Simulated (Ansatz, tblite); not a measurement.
**(Br2Ga-mu-SH)3 (Br₆Ga₃H₃S₃): a ladder of methods and basis sets**

How do method and basis change the picture of (Br2Ga-mu-SH)3 (Br₆Ga₃H₃S₃) (singlet)?

Program: Ansatz 0.2.0, Gaussian basis. Level of theory: as each input shows. These are calculated values, not measurements.

The runs, in order: GFN1-xTB, GFN2-xTB, PBE-D4/def2-TZVP, r2SCAN-D4/def2-TZVP, revPBE-D4/def2-TZVP, BHLYP-D4/def2-TZVP, HF/def2-TZVP, PBE-D4/def2-SVP, PBE0-D4/def2-SVP, HF/STO-3G, MP2/def2-TZVP, RPA/def2-TZVP.

### 1 The relaxed structure

The geometry is that of the singlet, from an earlier relaxation (r2SCAN-D4/def2-SVP).

15 atoms, charge 0, spin multiplicity 1.

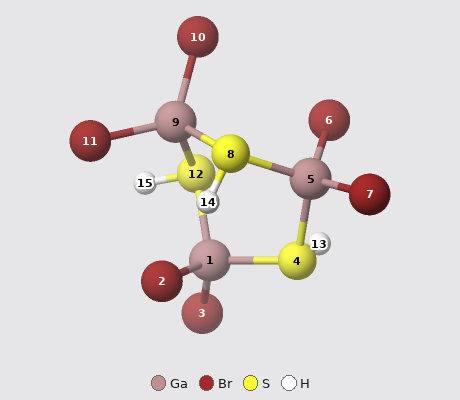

The geometry (gallium pink, bromine red, sulfur yellow, hydrogen white); atoms are numbered from 1 in the order of the file.

PBE0-D4/def2-TZVP was run before; its log isn't repeated, and its numbers join the tables.

### 2 GFN1-xTB

Tight binding, by tblite at 300 K electronic temperature and without a spin-polarisation term:

```python
tblite.interface.Calculator('GFN1-xTB', numbers, positions, charge=0, uhf=0).singlepoint()
```

Energy -1103.7631 eV, HOMO -11.47 eV, LUMO -6.89 eV; 0.054 s.

### 3 GFN2-xTB

Tight binding, by tblite at 300 K electronic temperature and without a spin-polarisation term:

```python
tblite.interface.Calculator('GFN2-xTB', numbers, positions, charge=0, uhf=0).singlepoint()
```

Energy -1085.8634 eV, HOMO -12.63 eV, LUMO -8.38 eV; 0.084 s.

### 4 PBE-D4/def2-TZVP

start.molden holds the orbitals of an earlier run on this state, given as this run's starting guess.

Contents of in.yaml:

```yaml
crystal:
  periodic: [false, false, false]
  atoms:
    - {symbol: Ga, position_ang: [1.148291, 1.672968, -0.296814]}
    - {symbol: Br, position_ang: [2.713669, 0.759662, 1.141618]}
    - {symbol: Br, position_ang: [1.717147, 3.563498, -1.456991]}
    - {symbol: S, position_ang: [-0.695329, 2.118681, 1.094897]}
    - {symbol: Ga, position_ang: [-1.830458, 0.031113, 1.400709]}
    - {symbol: Br, position_ang: [-3.159658, -0.187636, -0.462359]}
    - {symbol: Br, position_ang: [-2.743870, 0.092255, 3.495995]}
    - {symbol: S, position_ang: [-0.217506, -1.697216, 1.369119]}
    - {symbol: Ga, position_ang: [0.411953, -2.031341, -0.886059]}
    - {symbol: Br, position_ang: [-1.158789, -3.351250, -1.890482]}
    - {symbol: Br, position_ang: [2.611375, -2.691107, -0.921436]}
    - {symbol: S, position_ang: [0.326518, 0.138205, -1.897156]}
    - {symbol: H, position_ang: [-1.534607, 2.522074, 0.108044]}
    - {symbol: H, position_ang: [0.876501, -0.950575, 1.702216]}
    - {symbol: H, position_ang: [1.534765, 0.010659, -2.501291]}
basis:
  gaussian: {orbitals: def2-TZVP, fitting: {mean_field: def2-universal-jkfit}, initial_orbitals: start.molden}
hamiltonian: {xc: pbe, dispersion: d4}
scf: {omitted_lower_state_checks: [starts]}
output: {orbitals: {seedname: orbitals}}
```

Launch:

```bash
> ansatz run in.yaml --threads 2 --pin off --events-out ev --progress --plain --max-ram 32768MiB --backend cuda --devices 0, --max-vram 18GiB
```

The program printed:

```text
Functional definition: PBE
  name "PBE"
  cite "Perdew, Burke & Ernzerhof, Phys. Rev. Lett. 77, 3865 (1996) doi:10.1103/PhysRevLett.77.3865"
  parent pbe
  parameter kappa = 0.804
  parameter beta = 0.06672455060314922
  exchange = pbe_x(kappa = kappa, mu = beta*pi^2/3)
  correlation = pbe_c(beta = beta)
these checks for a lower state are left out or cut short: starts
2832 factors; integrals over basis functions are off by at most 5.4e-1 eV
mean field evaluation 1: about -609881.4839 eV, gradient 2.7e1 eV
mean field evaluation 2: about -609881.9428 eV, gradient 6.3e-1 eV
mean field evaluation 4: about -609881.9369 eV, gradient 6.2e-2 eV
mean field -609881.93690840 eV, -22412.7477885592 hartree, gradient 6.8e-5 eV, S^2 0.000000; 0 other end points of the search recorded, 0 dependent functions left out
reference -609881.93696713 eV, -22412.7477907176 hartree; 177, 177 occupied and 384, 384 virtual orbitals, 2832 factors
Total energy: -609883.31500103 eV, -22412.7984325292 hartree
Checks for a lower state left out: starts
```

It took 13 s on 1 × H100 (card shared with other runs) with 2 threads of AMD EPYC 7R13, shared host; peak host memory 1 GiB.

Report: HOMO -7.07 eV, LUMO -3.01 eV.

### 5 r2SCAN-D4/def2-TZVP

in.yaml: that of step 4 with these lines changed.

```diff
@@ -20,3 +20,3 @@
   gaussian: {orbitals: def2-TZVP, fitting: {mean_field: def2-universal-jkfit}, initial_orbitals: start.molden}
-hamiltonian: {xc: pbe, dispersion: d4}
+hamiltonian: {xc: r2scan, dispersion: d4}
 scf: {omitted_lower_state_checks: [starts]}
```

The command is unchanged.

The program printed:

```text
Functional definition: r2SCAN
  name "r2SCAN"
  cite "Furness, Kaplan, Ning, Perdew & Sun, J. Phys. Chem. Lett. 11, 8208 (2020) doi:10.1021/acs.jpclett.0c02405"
  cite "Furness, Kaplan, Ning, Perdew & Sun, J. Phys. Chem. Lett. 11, 9248 (2020) doi:10.1021/acs.jpclett.0c03077"
  parent r2scan
  parameter k0 = 0.174
  parameter k1 = 0.065
  parameter a1 = 4.9479
  exchange = r2scan_x(k0 = k0, k1 = k1, a1 = a1)
  correlation = r2scan_c
these checks for a lower state are left out or cut short: starts
2832 factors; integrals over basis functions are off by at most 5.4e-1 eV
mean field evaluation 1: about -609978.0422 eV, gradient 2.0e1 eV
mean field evaluation 2: about -609978.1992 eV, gradient 2.6e-1 eV
mean field evaluation 4: about -609978.1738 eV, gradient 4.8e-4 eV
mean field -609978.17381442 eV, -22416.2844296239 hartree, gradient 2.1e-5 eV, S^2 0.000000; 0 other end points of the search recorded, 0 dependent functions left out
reference -609978.17383055 eV, -22416.2844302167 hartree; 177, 177 occupied and 384, 384 virtual orbitals, 2832 factors
Total energy: -609978.52348019 eV, -22416.2972796040 hartree
Checks for a lower state left out: starts
```

Wall time 18 s (1 × H100 (card shared with other runs) with 2 threads of AMD EPYC 7R13, shared host); peak host memory 1 GiB.

HOMO -7.43 eV, LUMO -2.82 eV.

### 6 revPBE-D4/def2-TZVP

in.yaml: that of step 5 with these lines changed.

```diff
@@ -20,4 +20,4 @@
   gaussian: {orbitals: def2-TZVP, fitting: {mean_field: def2-universal-jkfit}, initial_orbitals: start.molden}
-hamiltonian: {xc: r2scan, dispersion: d4}
+hamiltonian: {xc: {name: revPBE}, dispersion: d4}
 scf: {omitted_lower_state_checks: [starts]}
-output: {orbitals: {seedname: orbitals}}
+output: {forces: true, orbitals: {seedname: orbitals}}
```

Launched as before.

The program printed, shortened:

```text
Functional definition: revPBE
  name "revPBE"
  cite "Zhang & Yang, Phys. Rev. Lett. 80, 890 (1998) doi:10.1103/PhysRevLett.80.890"
  cite "Perdew, Burke & Ernzerhof, Phys. Rev. Lett. 77, 3865 (1996) doi:10.1103/PhysRevLett.77.3865"
[...]
2832 factors; integrals over basis functions are off by at most 5.4e-1 eV
[...]
mean field -609928.49844719 eV, -22414.4588935492 hartree, gradient 8.0e-5 eV, S^2 0.000000; 0 other end points of the search recorded, 0 dependent functions left out
[...]
reference -609928.49852048 eV, -22414.4588962426 hartree; 177, 177 occupied and 384, 384 virtual orbitals, 2832 factors
Total energy: -609931.19718551 eV, -22414.5580703533 hartree
Atom 0 at     1.148291     1.672968    -0.296814 Å, force    -0.143204    -0.179995    -0.012980 eV/Å
Atom 1 at     2.713669     0.759662     1.141618 Å, force     0.154353    -0.117931     0.183703 eV/Å
[...]
Atom 6 at    -2.743870     0.092255     3.495995 Å, force    -0.122983     0.003777     0.300267 eV/Å
Atom 7 at    -0.217506    -1.697216     1.369119 Å, force     0.004110    -0.124152     0.127125 eV/Å
Atom 8 at     0.411953    -2.031341    -0.886059 Å, force     0.001409     0.251326     0.085675 eV/Å
Atom 9 at    -1.158789    -3.351250    -1.890482 Å, force    -0.224539    -0.184901    -0.127899 eV/Å
Atom 10 at     2.611375    -2.691107    -0.921436 Å, force     0.290419    -0.096463     0.000909 eV/Å
Atom 11 at     0.326518     0.138205    -1.897156 Å, force    -0.111714     0.027119    -0.115389 eV/Å
Atom 12 at    -1.534607     2.522074     0.108044 Å, force     0.014757    -0.031528    -0.004991 eV/Å
Atom 13 at     0.876501    -0.950575     1.702216 Å, force     0.011895     0.069672    -0.050854 eV/Å
Atom 14 at     1.534765     0.010659    -2.501291 Å, force     0.024344    -0.013873     0.026939 eV/Å
Dipole moment:     0.041905     0.363961    -0.042009 e Å
Checks for a lower state left out: starts
```

Wall time 20 s (1 × H100 (card shared with other runs) with 2 threads of AMD EPYC 7R13, shared host); peak host memory 1.1 GiB.

HOMO -7.01 eV, LUMO -2.89 eV.

### 7 BHLYP-D4/def2-TZVP

in.yaml: that of step 6 with these lines changed.

```diff
@@ -20,4 +20,4 @@
   gaussian: {orbitals: def2-TZVP, fitting: {mean_field: def2-universal-jkfit}, initial_orbitals: start.molden}
-hamiltonian: {xc: {name: revPBE}, dispersion: d4}
+hamiltonian: {xc: {name: BHLYP}, dispersion: d4}
 scf: {omitted_lower_state_checks: [starts]}
-output: {forces: true, orbitals: {seedname: orbitals}}
+output: {orbitals: {seedname: orbitals}}
```

Same command.

The program printed:

```text
Functional definition: BHLYP
  name "BHLYP"
  cite "Becke, J. Chem. Phys. 98, 1372 (1993) doi:10.1063/1.464304"
  cite "Becke, Phys. Rev. A 38, 3098 (1988) doi:10.1103/PhysRevA.38.3098"
  cite "Lee, Yang & Parr, Phys. Rev. B 37, 785 (1988) doi:10.1103/PhysRevB.37.785"
  parameter a = 0.5
  exchange = (1 - a)*b88_x + a*exact_x
  correlation = lyp_c
these checks for a lower state are left out or cut short: starts
2832 factors; integrals over basis functions are off by at most 5.4e-1 eV
mean field evaluation 1: about -609978.8662 eV, gradient 2.4e1 eV
mean field evaluation 2: about -609979.1899 eV, gradient 5.3e-1 eV
mean field evaluation 4: about -609979.1885 eV, gradient 3.4e-2 eV
mean field -609979.18850512 eV, -22416.3217188193 hartree, gradient 3.3e-5 eV, S^2 0.000000; 0 other end points of the search recorded, 0 dependent functions left out
reference -609979.18878786 eV, -22416.3217292099 hartree; 177, 177 occupied and 384, 384 virtual orbitals, 2832 factors
Total energy: -609981.41963369 eV, -22416.4037112818 hartree
Checks for a lower state left out: starts
```

Run time: 25 s. Hardware: 1 × H100 (card shared with other runs) with 2 threads of AMD EPYC 7R13, shared host; peak host memory 1 GiB.

Report: HOMO -9.44 eV, LUMO -1.21 eV.

### 8 HF/def2-TZVP

in.yaml: that of step 7 with these lines changed.

```diff
@@ -20,3 +20,3 @@
   gaussian: {orbitals: def2-TZVP, fitting: {mean_field: def2-universal-jkfit}, initial_orbitals: start.molden}
-hamiltonian: {xc: {name: BHLYP}, dispersion: d4}
+hamiltonian: {xc: hf}
 scf: {omitted_lower_state_checks: [starts]}
```

Launched as before.

The program printed:

```text
Functional definition: HF
  name "HF"
  cite "Fock, Z. Phys. 61, 126 (1930) doi:10.1007/BF01340294"
  parent pbe
  exchange = exact_x
  correlation = 0
these checks for a lower state are left out or cut short: starts
2832 factors; integrals over basis functions are off by at most 5.4e-1 eV
mean field evaluation 1: about -609509.4847 eV, gradient 7.6e1 eV
mean field evaluation 2: about -609512.6507 eV, gradient 4.0e0 eV
mean field evaluation 4: about -609512.7434 eV, gradient 4.4e-5 eV
mean field -609512.74342204 eV, -22399.1801781839 hartree, gradient 4.4e-5 eV, S^2 0.000000; 0 other end points of the search recorded, 0 dependent functions left out
reference -609512.74342204 eV, -22399.1801781839 hartree; 177, 177 occupied and 384, 384 virtual orbitals, 2832 factors
Total energy: -609512.74342204 eV, -22399.1801781839 hartree
Checks for a lower state left out: starts
```

Run time: 17 s. Hardware: 1 × H100 (card shared with other runs) with 2 threads of AMD EPYC 7R13, shared host; peak host memory 0.98 GiB.

From the report: HOMO -11.22 eV, LUMO 1.49 eV.

### 9 PBE-D4/def2-SVP

in.yaml: that of step 8 with these lines changed.

```diff
@@ -19,4 +19,4 @@
 basis:
-  gaussian: {orbitals: def2-TZVP, fitting: {mean_field: def2-universal-jkfit}, initial_orbitals: start.molden}
-hamiltonian: {xc: hf}
+  gaussian: {orbitals: def2-SVP, initial_orbitals: start.molden}
+hamiltonian: {xc: pbe, dispersion: d4}
 scf: {omitted_lower_state_checks: [starts]}
```

The command is unchanged.

The program printed:

```text
Functional definition: PBE
  name "PBE"
  cite "Perdew, Burke & Ernzerhof, Phys. Rev. Lett. 77, 3865 (1996) doi:10.1103/PhysRevLett.77.3865"
  parent pbe
  parameter kappa = 0.804
  parameter beta = 0.06672455060314922
  exchange = pbe_x(kappa = kappa, mu = beta*pi^2/3)
  correlation = pbe_c(beta = beta)
these checks for a lower state are left out or cut short: starts
3924 factors; their error is unknown
mean field evaluation 1: about -609799.3966 eV, gradient 2.2e1 eV
mean field evaluation 2: about -609800.0099 eV, gradient 6.1e-1 eV
mean field evaluation 4: about -609799.5868 eV, gradient 1.4e-1 eV
mean field -609799.58683516 eV, -22409.7214791865 hartree, gradient 4.1e-5 eV, S^2 0.000000; 0 other end points of the search recorded, 0 dependent functions left out
reference -609799.58689307 eV, -22409.7214813148 hartree; 177, 177 occupied and 180, 180 virtual orbitals, 3924 factors
Total energy: -609800.96492697 eV, -22409.7721231264 hartree
Checks for a lower state left out: starts
```

Run time: 16 s. Hardware: 1 × H100 (card shared with other runs) with 2 threads of AMD EPYC 7R13, shared host; peak host memory 0.98 GiB.

From the report: HOMO -6.90 eV, LUMO -2.85 eV.

### 10 PBE0-D4/def2-SVP

in.yaml: that of step 9 with these lines changed.

```diff
@@ -20,3 +20,3 @@
   gaussian: {orbitals: def2-SVP, initial_orbitals: start.molden}
-hamiltonian: {xc: pbe, dispersion: d4}
+hamiltonian: {xc: pbe0, dispersion: d4}
 scf: {omitted_lower_state_checks: [starts]}
```

Launched as before.

The program printed:

```text
Functional definition: PBE0
  name "PBE0"
  cite "Adamo & Barone, J. Chem. Phys. 110, 6158 (1999) doi:10.1063/1.478522"
  cite "Perdew, Burke & Ernzerhof, Phys. Rev. Lett. 77, 3865 (1996) doi:10.1103/PhysRevLett.77.3865"
  parent pbe
  parameter a = 0.25
  parameter kappa = 0.804
  parameter beta = 0.06672455060314922
  exchange = (1 - a)*pbe_x(kappa = kappa, mu = beta*pi^2/3) + a*exact_x
  correlation = pbe_c(beta = beta)
these checks for a lower state are left out or cut short: starts
3412 factors; integrals over basis functions are off by at most 1.2e-3 eV
mean field evaluation 1: about -609820.2421 eV, gradient 1.3e1 eV
mean field evaluation 2: about -609820.4797 eV, gradient 2.2e-1 eV
mean field evaluation 4: about -609820.5325 eV, gradient 3.2e-4 eV
mean field -609820.53245661 eV, -22410.4912165776 hartree, gradient 8.1e-6 eV, S^2 0.000000; 0 other end points of the search recorded, 0 dependent functions left out
reference -609820.53249996 eV, -22410.4912181705 hartree; 177, 177 occupied and 180, 180 virtual orbitals, 3412 factors
Total energy: -609821.77721696 eV, -22410.5369606767 hartree
Checks for a lower state left out: starts
```

Run time: 13 s. Hardware: 1 × H100 (card shared with other runs) with 2 threads of AMD EPYC 7R13, shared host; peak host memory 0.98 GiB.

Report: HOMO -8.24 eV, LUMO -2.04 eV.

### 11 HF/STO-3G

in.yaml: that of step 10 with these lines changed.

```diff
@@ -19,4 +19,4 @@
 basis:
-  gaussian: {orbitals: def2-SVP, initial_orbitals: start.molden}
-hamiltonian: {xc: pbe0, dispersion: d4}
+  gaussian: {orbitals: STO-3G}
+hamiltonian: {xc: hf}
 scf: {omitted_lower_state_checks: [starts]}
```

Launch:

```bash
> ansatz run in.yaml --threads 2 --pin off --events-out ev --progress --plain --max-ram 32768MiB --backend cpu
```

The program printed:

```text
Functional definition: HF
  name "HF"
  cite "Fock, Z. Phys. 61, 126 (1930) doi:10.1007/BF01340294"
  parent pbe
  exchange = exact_x
  correlation = 0
these checks for a lower state are left out or cut short: starts
1972 factors; integrals over basis functions are off by at most 7.3e-5 eV
mean field evaluation 1: about -602795.5412 eV, gradient 3.0e1 eV
mean field evaluation 2: about -602795.6225 eV, gradient 3.0e1 eV
mean field evaluation 4: about -602801.8981 eV, gradient 3.1e0 eV
mean field evaluation 8: about -602801.9988 eV, gradient 9.7e-3 eV
mean field -602801.99875219 eV, -22152.5648602732 hartree, gradient 2.4e-5 eV, S^2 0.000000; 0 other end points of the search recorded, 0 dependent functions left out
reference -602801.99875219 eV, -22152.5648602732 hartree; 177, 177 occupied and 15, 15 virtual orbitals, 1972 factors
Total energy: -602801.99875219 eV, -22152.5648602732 hartree
Checks for a lower state left out: starts
```

Wall time 20 s (2 threads of AMD EPYC 7R13, shared host); peak memory 1.7 GiB.

HOMO -7.83 eV, LUMO 5.48 eV.

### 12 MP2/def2-TZVP

in.yaml: that of step 11 with these lines changed.

```diff
@@ -19,4 +19,4 @@
 basis:
-  gaussian: {orbitals: STO-3G}
-hamiltonian: {xc: hf}
+  gaussian: {orbitals: def2-TZVP, initial_orbitals: start.molden}
+correlation: {method: mp2}
 scf: {omitted_lower_state_checks: [starts]}
```

Launch:

```bash
> ansatz run in.yaml --threads 2 --pin off --events-out ev --progress --plain --max-ram 32768MiB --backend cuda --devices 0, --max-vram 18GiB
```

The program printed:

```text
Functional definition: HF
  name "HF"
  cite "Fock, Z. Phys. 61, 126 (1930) doi:10.1007/BF01340294"
  parent pbe
  exchange = exact_x
  correlation = 0
these checks for a lower state are left out or cut short: starts
3766 factors; integrals over basis functions are off by at most 1.0e-3 eV
mean field evaluation 1: about -609508.8420 eV, gradient 7.7e1 eV
mean field evaluation 2: about -609512.0177 eV, gradient 4.0e0 eV
mean field evaluation 4: about -609512.7470 eV, gradient 2.1e0 eV
mean field evaluation 8: about -609512.7611 eV, gradient 7.6e-4 eV
mean field -609512.76108092 eV, -22399.1808271359 hartree, gradient 1.4e-6 eV, S^2 0.000000; 0 other end points of the search recorded, 0 dependent functions left out
96 core orbitals not correlated: weight in the atoms' cores, before any rotation towards them, 1.000 or more for the frozen orbitals, at most 0.000 for the correlated occupied ones
reference -609512.76108092 eV, -22399.1808271359 hartree; 81, 81 occupied and 384, 384 virtual orbitals, 3766 factors
second order -77.56786186 eV of doubles, -0.00000000 eV of singles
Total energy: -609590.32894278 eV, -22402.0313934819 hartree
Checks for a lower state left out: starts
```

Run time: 18 s. Hardware: 1 × H100 (card shared with other runs) with 2 threads of AMD EPYC 7R13, shared host; peak host memory 1.1 GiB.

From the report: Hartree-Fock HOMO -11.22 eV, LUMO 1.49 eV.

### 13 RPA/def2-TZVP

in.yaml: that of step 12 with these lines changed.

```diff
@@ -20,4 +20,4 @@
   gaussian: {orbitals: def2-TZVP, initial_orbitals: start.molden}
-correlation: {method: mp2}
+hamiltonian: {xc: pbe}
+correlation: {method: rpa}
 scf: {omitted_lower_state_checks: [starts]}
-output: {orbitals: {seedname: orbitals}}
```

Launched as before.

The program printed, shortened:

```text
Functional definition: PBE
  name "PBE"
  cite "Perdew, Burke & Ernzerhof, Phys. Rev. Lett. 77, 3865 (1996) doi:10.1103/PhysRevLett.77.3865"
  parent pbe
[...]
3766 factors; integrals over basis functions are off by at most 1.0e-3 eV
[...]
mean field -609881.93162128 eV, -22412.7475942613 hartree, gradient 2.1e-6 eV, S^2 0.000000; 0 other end points of the search recorded, 0 dependent functions left out
96 core orbitals not correlated: weight in the atoms' cores, before any rotation towards them, 1.000 or more for the frozen orbitals, at most 0.000 for the correlated occupied ones
reference -609506.45422232 eV, -22398.9490543573 hartree; 81, 81 occupied and 384, 384 virtual orbitals, 3766 factors
Total energy: -609623.15917847 eV, -22403.2378823903 hartree
Checks for a lower state left out: starts
```

It took 19 s on 1 × H100 (card shared with other runs) with 2 threads of AMD EPYC 7R13, shared host; peak host memory 3.5 GiB.

### 14 Levels side by side

```tsv
level	functions	HOMO (eV)	LUMO (eV)	gap (eV)	time
HF/STO-3G	192	-7.83	5.48	13.31	20 s
HF/def2-TZVP	561	-11.22	1.49	12.71	17 s
PBE-D4/def2-SVP	357	-6.90	-2.85	4.05	16 s
PBE-D4/def2-TZVP	561	-7.07	-3.01	4.06	13 s
revPBE-D4/def2-TZVP	561	-7.01	-2.89	4.12	20 s
r2SCAN-D4/def2-TZVP	561	-7.43	-2.82	4.61	18 s
PBE0-D4/def2-SVP	357	-8.24	-2.04	6.20	13 s
PBE0-D4/def2-TZVP	561	-8.35	-2.16	6.19	28 s
BHLYP-D4/def2-TZVP	561	-9.44	-1.21	8.23	25 s
```

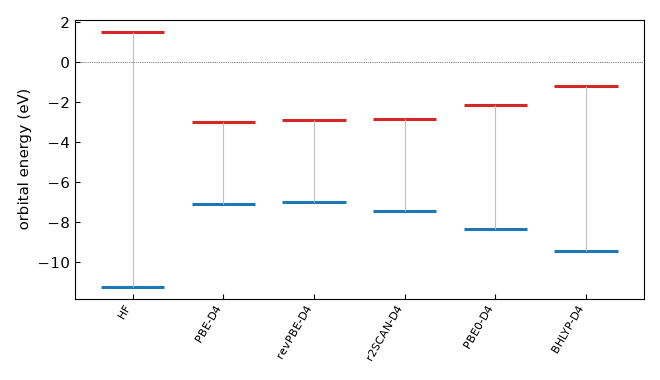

Highest filled (blue) and lowest empty (red) level in def2-TZVP.

The pieces so far (eV):

```tsv
basis	HF	MP2 correlation	total
def2-TZVP	-609512.7611	-77.5679	-609590.3289 (MP2)
```

### 15 Binding energy

Free atoms were run apart at each level; binding is atoms less cluster, divided by the number of atoms, without zero-point or spin-orbit terms.

```tsv
level	binding an atom (eV)
HF/def2-TZVP	2.024
PBE-D4/def2-SVP	2.952
PBE-D4/def2-TZVP	2.929
revPBE-D4/def2-TZVP	2.844
r2SCAN-D4/def2-TZVP	2.943
PBE0-D4/def2-SVP	2.922
PBE0-D4/def2-TZVP	2.910
BHLYP-D4/def2-TZVP	2.792
MP2/def2-TZVP	2.943
```

### 16 Outcome

| quantity | value |
| --- | --- |
| gap in def2-TZVP, named functionals and Hartree-Fock, smallest and largest | 4.06 eV (PBE-D4), 12.71 eV (HF) |
| correlation energy, MP2/def2-TZVP | -77.57 eV |
| binding an atom, functionals in def2-TZVP | 2.79 (BHLYP-D4) to 2.94 eV (r2SCAN-D4) |
| PBE0 total energy, smallest basis above largest | 82.16 eV (def2-SVP, def2-TZVP) |

In words: Orbital gaps of the named functionals and Hartree-Fock in def2-TZVP span 4.06 eV (PBE-D4) to 12.71 eV (HF); exact exchange widens it.

The slowest run with a step of its own, BHLYP-D4/def2-TZVP, took 25 s; the quickest functional in def2-TZVP took 13 s (shared host).
